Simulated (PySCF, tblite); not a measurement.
# C₂₀H₁₆B₃N₃: electronic excitations, NMR shifts

Aim: compute the electronic excitations, NMR shifts of C₂₀H₁₆B₃N₃.

Programs: tblite 0.8.0 and PySCF 2.14.0, with routines of our own; each step states its level. All values are computed. Atoms count from 0.

## (1) The starting structure

42 atoms, charge 0, multiplicity 1; geometry from: force field, distance geometry or constructed start.

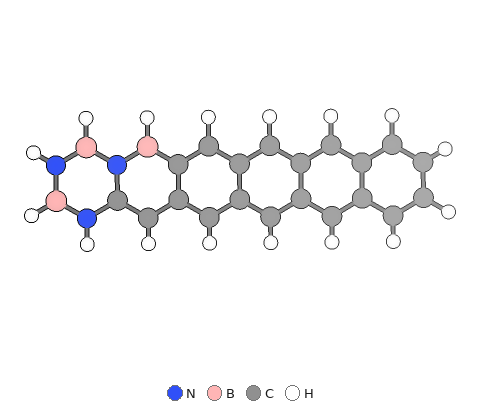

The starting geometry (nitrogen blue, boron pink, carbon grey, hydrogen white).

## (2) Optimising the geometry with GFN2-xTB

What the job is given:

```
{"job": {"kind": "relax", "xc": "GFN2-xTB", "basis": "xTB"}, "charge": 0, "multiplicity": 1}
N      4.958600     0.697700    -0.001600
B      3.712000     1.417100    -0.006900
C      2.482000     0.697200     0.001000
C      2.476100    -0.726100    -0.006200
C      3.714200    -1.446700     0.003400
C      4.950400    -0.731000    -0.002600
C     -4.953600     0.701200    -0.003300
C     -6.188700     1.417200     0.001500
C     -7.427800     0.697400    -0.000400
C     -7.433300    -0.731300     0.001600
C     -6.194200    -1.446700    -0.002100
C     -4.956200    -0.732500    -0.000000
C     -0.003400     0.700200     0.005000
C     -1.236200     1.413900    -0.002700
C     -2.479000     0.704600     0.000200
C     -2.478700    -0.729900     0.006300
C     -1.238000    -1.443600     0.000900
C     -0.001100    -0.733900    -0.001000
C      1.237800     1.416300     0.002500
C      1.241200    -1.444600     0.002700
N      7.428200     0.703300     0.001500
B      6.191200     1.416000    -0.000200
N      6.195500    -1.440900     0.006600
B      7.426300    -0.734800    -0.001500
C     -3.714700     1.417100     0.000900
C     -3.721300    -1.446400     0.002500
H      3.715900     2.586800    -0.000700
H      3.714600    -2.484900     0.001200
H     -6.191500     2.584900    -0.002000
H     -8.330100     1.219900     0.003400
H     -8.440100    -1.314900    -0.001100
H     -6.194000    -2.484200     0.000200
H     -1.239400     2.584600    -0.001900
H     -1.236300    -2.486800     0.003700
H      1.239600     2.586300    -0.003300
H      1.238900    -2.483300    -0.002900
H      8.330400     1.219600    -0.004100
H      6.193000     2.587000    -0.002600
H      6.193200    -2.489400    -0.000100
H      8.438900    -1.312100     0.001200
H     -3.715300     2.582200     0.003800
H     -3.709300    -2.491100     0.003700
```

Launch:

```console
$ OMP_NUM_THREADS=2 python large_run.py task.json out
```

This one command runs all jobs of the session in turn.

The program printed:

```text
step      E/eV     max force
  0   -1730.06287    4.687
  1   -1731.19941    1.694
  2   -1731.51935    1.053
  3   -1731.73644    0.789
  4   -1731.80126    0.466
  5   -1731.86691    0.292
  6   -1731.88088    0.273
  7   -1731.89672    0.273
  8   -1731.91218    0.272
  9   -1731.92958    0.245
 10   -1731.94081    0.203
 11   -1731.94892    0.183
 12   -1731.95500    0.166
 13   -1731.96058    0.166
 14   -1731.96590    0.166
 15   -1731.97105    0.168
 16   -1731.97567    0.138
 17   -1731.97912    0.105
 18   -1731.98135    0.083
 19   -1731.98297    0.078
 20   -1731.98434    0.069
 21   -1731.98542    0.054
 22   -1731.98620    0.055
 23   -1731.98680    0.051
 24   -1731.98733    0.049
 25   -1731.98783    0.046
 26   -1731.98831    0.044
 27   -1731.98883    0.056
 28   -1731.98943    0.053
 29   -1731.99005    0.044
 30   -1731.99063    0.042
 31   -1731.99113    0.049
 32   -1731.99159    0.045
 33   -1731.99196    0.030
 34   -1731.99220    0.024
 35   -1731.99237    0.024
 36   -1731.99253    0.031
 37   -1731.99271    0.029
 38   -1731.99290    0.027
 39   -1731.99306    0.026
 40   -1731.99325    0.026
 41   -1731.99350    0.044
 42   -1731.99385    0.048
 43   -1731.99419    0.030
 44   -1731.99445    0.030
 45   -1731.99463    0.032
 46   -1731.99479    0.034
 47   -1731.99497    0.030
 48   -1731.99513    0.021
 49   -1731.99525    0.025
 50   -1731.99534    0.028
 51   -1731.99544    0.032
 52   -1731.99553    0.024
 53   -1731.99561    0.017
```

It took 1.3 s on 2 threads of Arm Neoverse V1, shared host; peak memory 0.17 GiB.

The steps of the relaxation:

```
step  energy from step 0 (eV)  largest force (eV/Å)
   0                   0.0000                4.6877
   1                  -1.1365                1.6936
   2                  -1.4565                1.0530
   3                  -1.6736                0.7890
   4                  -1.7384                0.4654
   5                  -1.8040                0.2923
   6                  -1.8180                0.2733
   7                  -1.8338                0.2738
   8                  -1.8493                0.2714
  11                  -1.8861                0.1833
  15                  -1.9082                0.1681
  19                  -1.9201                0.0781
  22                  -1.9233                0.0550
  26                  -1.9254                0.0444
  30                  -1.9278                0.0424
  34                  -1.9293                0.0240
  37                  -1.9298                0.0282
  41                  -1.9306                0.0439
  45                  -1.9318                0.0314
  49                  -1.9324                0.0250
  50                  -1.9325                0.0283
  51                  -1.9326                0.0326
  52                  -1.9327                0.0242
  53                  -1.9327                0.0161
```

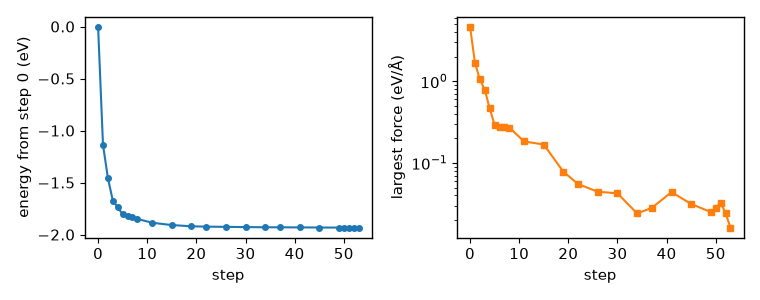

Energy and force, step by step.

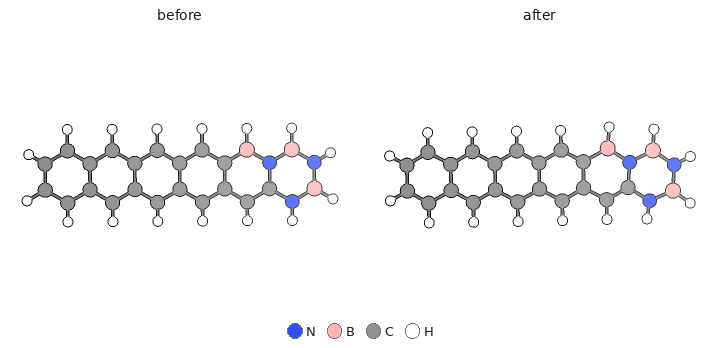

The geometry before (left) and after (right).

Distances of close pairs at the start and the end, largest changes first:

```
   bond  before (Å)  after (Å)  change (Å)
  B1–C2       1.425      1.536      +0.111
C13–H32       1.171      1.082      -0.089
C18–H34       1.170      1.082      -0.088
 C7–H28       1.168      1.081      -0.087
C24–H40       1.165      1.082      -0.083
 C9–H30       1.164      1.081      -0.083
  C7–C8       1.433      1.358      -0.075
 C9–C10       1.431      1.358      -0.072
```

The final coordinates are the input of the step that follows.

## (3) Vibrational analysis with GFN2-xTB

What the job is given:

```
{"job": {"kind": "ir", "xc": "GFN2-xTB", "basis": "xTB"}, "charge": 0, "multiplicity": 1}
N      4.961048     0.741076    -0.001176
B      3.759093     1.515707    -0.001339
C      2.406319     0.788169    -0.000811
C      2.412509    -0.649746     0.000459
C      3.678240    -1.305219     0.000578
C      4.868043    -0.644636     0.000158
C     -4.910967     0.693027     0.000730
C     -6.166525     1.359945     0.000390
C     -7.330969     0.660455     0.000319
C     -7.316611    -0.754403     0.000796
C     -6.139143    -1.431894     0.001094
C     -4.895051    -0.743093     0.000909
C     -0.039845     0.742748    -0.000053
C     -1.259174     1.407756     0.000021
C     -2.475853     0.718840     0.000639
C     -2.458174    -0.721221     0.000911
C     -1.228880    -1.385709     0.000984
C     -0.019745    -0.696513     0.000658
C      1.192329     1.434648    -0.000558
C      1.226052    -1.353002     0.000850
N      7.416136     0.590872    -0.001030
B      6.252890     1.383530    -0.001586
N      6.050869    -1.370645     0.000333
B      7.345277    -0.827929     0.000030
C     -3.710093     1.382850     0.000456
C     -3.680756    -1.409409     0.001187
H      3.847013     2.681923    -0.002523
H      3.689041    -2.386924     0.001444
H     -6.170569     2.441068     0.000057
H     -8.281347     1.174074    -0.000005
H     -8.256539    -1.287586     0.000839
H     -6.123085    -2.512644     0.001033
H     -1.269437     2.489380    -0.000256
H     -1.217916    -2.467485     0.001400
H      1.168349     2.515968    -0.001217
H      1.240736    -2.435107     0.001485
H      8.318087     1.039683    -0.001248
H      6.317549     2.551092    -0.002763
H      5.896823    -2.367937     0.001029
H      8.288826    -1.519921     0.000541
H     -3.719433     2.464465     0.000315
H     -3.669287    -2.491335     0.001537
```

The program printed:

```text
mode    cm-1     km/mol
  1      24.4      0.44
  2      49.1      0.27
  3      61.4      0.14
  4      88.5      0.57
  5      97.7      0.05
  6     115.1      0.29
  7     163.7      0.03
  8     177.7      0.12
  9     184.3      0.05
 10     217.5      0.02
 11     236.2      0.10
 12     243.0      0.02
 13     286.0      0.70
 14     315.8      0.20
 15     326.7      0.38
 16     355.3      2.28
 17     367.8      2.20
 18     371.1      0.04
 19     403.2      0.83
 20     407.5      0.28
 21     423.5      2.84
 22     434.5      0.34
 23     445.8      0.64
 24     451.4      3.61
 25     461.4      2.94
 26     500.9      0.09
 27     519.4      2.84
 28     528.4      0.92
 29     558.5      0.18
 30     588.7      1.25
 31     591.9      0.08
 32     614.7      5.82
 33     634.2      0.84
 34     652.0      1.80
 35     660.8     22.86
 36     680.9      0.17
 37     694.7     27.51
 38     711.6      3.23
 39     724.9      1.10
 40     742.8      7.64
 41     744.3      0.42
 42     750.4     73.16
 43     755.3      7.30
 44     778.4      2.07
 45     782.4      0.42
 46     787.8     13.88
 47     794.1      0.15
 48     800.5      1.85
 49     806.3    155.89
 50     809.5    180.61
 51     813.3      7.85
 52     840.7      1.06
 53     857.2      2.06
 54     860.5      0.76
 55     860.7     12.39
 56     862.0     21.21
 57     871.6      0.03
 58     876.9      7.81
 59     877.2      0.22
 60     915.2      0.73
 61     924.6      0.46
 62     924.7      0.11
 63     961.1      8.00
 64    1005.2      4.12
 65    1024.3      3.35
 66    1065.9      0.08
 67    1071.1     22.77
 68    1127.0      1.66
 69    1145.7     14.59
 70    1149.8    130.51
 71    1157.9     24.33
 72    1175.8      3.96
 73    1180.6      0.05
 74    1193.1      9.20
 75    1211.1      0.26
 76    1217.4      3.01
 77    1246.3      2.49
 78    1253.9     11.76
 79    1260.0     25.39
 80    1265.3     54.02
 81    1270.5     29.61
 82    1271.9     40.03
 83    1279.9      3.99
 84    1282.9     13.28
 85    1308.8     10.76
 86    1335.5    215.62
 87    1342.5     56.00
 88    1349.6    241.19
 89    1382.5     19.12
 90    1386.8     97.83
 91    1414.2    384.36
 92    1421.1    460.83
 93    1431.7     29.04
 94    1436.1    152.32
 95    1450.5     38.44
 96    1458.4    121.09
 97    1508.1     35.05
 98    1509.8      1.63
 99    1536.7      0.19
100    1551.6    555.47
101    1565.0      3.33
102    1591.2    259.64
103    1606.0    939.35
104    1622.3      9.77
105    2639.4    259.33
106    2641.5     58.90
107    2653.3    351.17
108    3052.8     10.47
109    3058.2      2.07
110    3059.7      5.32
111    3060.9     18.69
112    3062.1      8.11
113    3063.1    145.14
114    3065.5      0.90
115    3066.8     49.47
116    3068.9      7.04
117    3078.0    100.03
118    3087.6    152.56
119    3452.8      1.13
120    3477.6      0.29
```

Run time: 5.6 s. Hardware: 2 threads of Arm Neoverse V1, shared host; peak memory 0.16 GiB.

The strongest bands and the atoms that carry them (share of the mass-weighted mode):

```
cm⁻¹  km/mol                         atoms
1350   241.2            B23 12 %, H30 10 %
1414   384.4            C14 16 %, C15 16 %
1421   460.8            N22 14 %, C17 12 %
1552   555.5  C13 13 %, C16 11 %, C12 11 %
1591   259.6   C18 14 %, C19 12 %, C3 12 %
1606   939.4              C5 42 %, C4 32 %
2639   259.3            H39 77 %, H37 10 %
2653   351.2            H37 52 %, H26 39 %
```

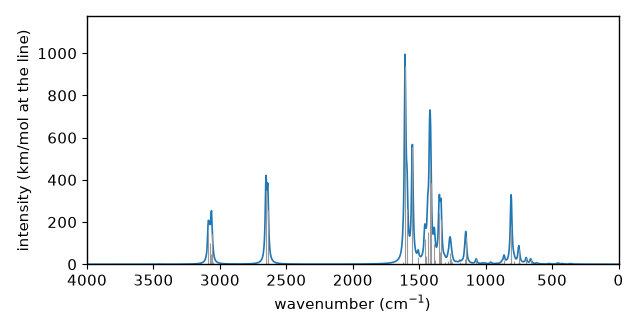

The infrared spectrum from these modes, unscaled. Lines are broadened to a width of 14 cm⁻¹ (Lorentzian).

## (4) Electronic excitations: TDDFT PBE0/6-31G*

Settings changed since step 3:

```diff
@@ -1,2 +1,2 @@
-{"job": {"kind": "ir", "xc": "GFN2-xTB", "basis": "xTB"}, "charge": 0, "multiplicity": 1}
+{"job": {"kind": "uv", "basis": "6-31G*", "grid": 1, "kgrid": 0, "vcut": 1.5, "nstates": 8, "ntriplets": 3, "tda": false, "delta": ["ip_vertical", "ea_vertical"], "pop": true, "xc": "PBE0"}, "charge": 0, "multiplicity": 1}
 N      4.961048     0.741076    -0.001176
```

Method: TDDFT PBE0/6-31G*, vertical, gas phase, core orbitals frozen in the response, virtual orbitals cut by energy.

The program printed:

```text
start: PBE on a coarse grid of 36040 points
cycle   1  E = -1009.5203979946  dE =  4.452e+00  |g| = 9.403e-01  |ddm| = 7.882e+00
cycle   2  E = -1009.2481623295  dE =  2.722e-01  |g| = 1.364e+00  |ddm| = 2.876e+00
cycle   3  E = -1009.6629002192  dE = -4.147e-01  |g| = 5.778e-01  |ddm| = 2.259e+00
cycle   4  E = -1009.7578330992  dE = -9.493e-02  |g| = 2.171e-01  |ddm| = 1.022e+00
cycle   5  E = -1009.7695071661  dE = -1.167e-02  |g| = 1.135e-01  |ddm| = 4.362e-01
cycle   6  E = -1009.7731819336  dE = -3.675e-03  |g| = 4.429e-02  |ddm| = 1.877e-01
cycle   7  E = -1009.7736759306  dE = -4.940e-04  |g| = 1.418e-02  |ddm| = 6.196e-02
cycle   8  E = -1009.7737238487  dE = -4.792e-05  |g| = 6.882e-03  |ddm| = 2.278e-02
final grid: 158554 points
cycle   9  E = -1009.6047268065  dE = -1.235e-02  |g| = 4.666e-02  |ddm| = 1.240e+00
cycle  10  E = -1009.6048407093  dE = -1.139e-04  |g| = 4.331e-02  |ddm| = 1.217e-01
cycle  11  E = -1009.6053067871  dE = -4.661e-04  |g| = 1.674e-02  |ddm| = 7.181e-02
cycle  12  E = -1009.6053828306  dE = -7.604e-05  |g| = 5.077e-03  |ddm| = 2.567e-02
cycle  13  E = -1009.6053923578  dE = -9.527e-06  |g| = 2.336e-03  |ddm| = 9.281e-03
cycle  14  E = -1009.6053910896  dE =  1.268e-06  |g| = 7.644e-04  |ddm| = 3.634e-03
cycle  15  E = -1009.6053917399  dE = -6.503e-07  |g| = 3.156e-04  |ddm| = 1.264e-03
cycle  16  E = -1009.6053923887  dE = -6.488e-07  |g| = 7.520e-05  |ddm| = 4.385e-04
converged SCF energy = -1009.6053923887
Vertical ionisation energy (delta-SCF) = 5.8027 eV   <S^2> = 0.775
Vertical electron affinity (delta-SCF) = 0.9989 eV   <S^2> = 0.771

Static polarisability (au): isotropic 353.966, principal 84.525 254.752 722.622

Singlet excitations
state   eV       nm        f      main configurations
  1   2.0154    615.2   0.04411   H->L 0.99
  2   2.9243    424.0   0.05407   H-1->L 0.88
  3   3.2510    381.4   0.16150   H->L+1 0.82, H-2->L 0.10
  4   3.5562    348.6   0.06576   H->L+2 0.58, H-2->L 0.24
  5   3.9897    310.8   0.87611   H-2->L 0.51, H-3->L 0.21, H->L+2 0.12
  6   4.0894    303.2   0.27434   H-1->L+1 0.44, H-3->L 0.23, H->L+3 0.18
  7   4.2778    289.8   0.90602   H->L+3 0.60
  8   4.4071    281.3   0.79584   H-1->L+1 0.48, H-3->L 0.29

Triplet excitations (Tamm-Dancoff, eV): 1.1099 2.1864 2.7459
```

Wall time 2.5 min (2 threads of Arm Neoverse V1, shared host); peak memory 1.5 GiB.

The orbitals next to the gap, with their largest atomic shares:

```
orbital     eV                         atoms
 HOMO−4  -7.80   C18 14 %, C7 11 %, C11 10 %
 HOMO−3  -7.00    C14 13 %, C9 13 %, C6 12 %
 HOMO−2  -6.64    C15 16 %, C2 13 %, C8 11 %
 HOMO−1  -5.70     C4 17 %, C24 9 %, C12 8 %
   HOMO  -4.67  C16 14 %, C19 13 %, C25 10 %
   LUMO  -2.15  C13 14 %, C18 11 %, C24 11 %
 LUMO+1  -0.76     B1 19 %, C17 9 %, B21 8 %
 LUMO+2  -0.38     C5 13 %, C14 11 %, C3 9 %
 LUMO+3   0.24   B21 32 %, B23 24 %, N22 5 %
```

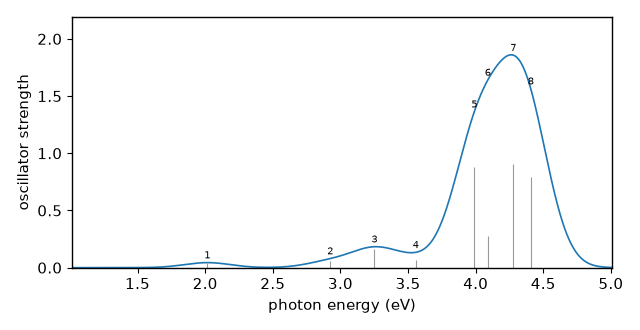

Absorption spectrum from the 8 singlet states computed; above the last one it falls off for lack of states. Lines are broadened to a width of 0.40 eV (Gaussian).

Ground-state properties from the same run:

```
           property  computed
  dipole moment (D)      2.43
polarisability (Å³)     52.45
 HOMO–LUMO gap (eV)      2.52
      −ε(HOMO) (eV)      4.67
```

[end of part 1 of 2]
